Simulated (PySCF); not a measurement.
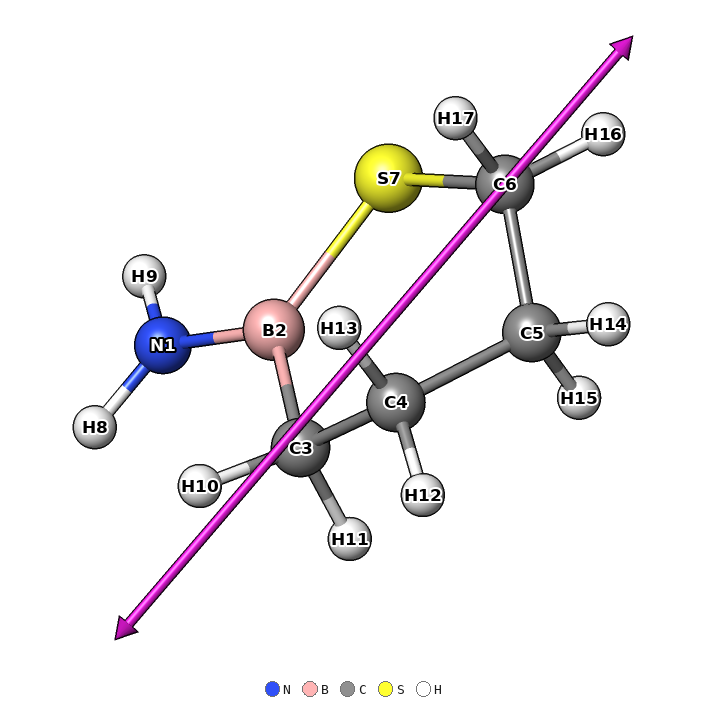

The double arrow shows the direction of the transition dipole to excited singlet state 3 (its length means nothing). The computed structure is the end point of a GFN2-xTB optimisation. No frequency run is at hand to confirm it as a minimum. Level of theory: TDDFT PBE0/def2-SVPD, vertical, gas phase, core orbitals frozen in the response (PySCF 2.14.0).

> How is the transition polarised?

Nearly parallel to the B2–S7 bond.

> Give its energy, strength and character.

6.30 eV (197 nm), oscillator strength 0.082, mainly HOMO → LUMO+2 (weight 0.86); transition dipole 1.85 D.

The geometry is semi-empirical. Around B such bond lengths and angles can be off by a tenth of an ångström or more and by several degrees, and values that hang on the shape move with them.
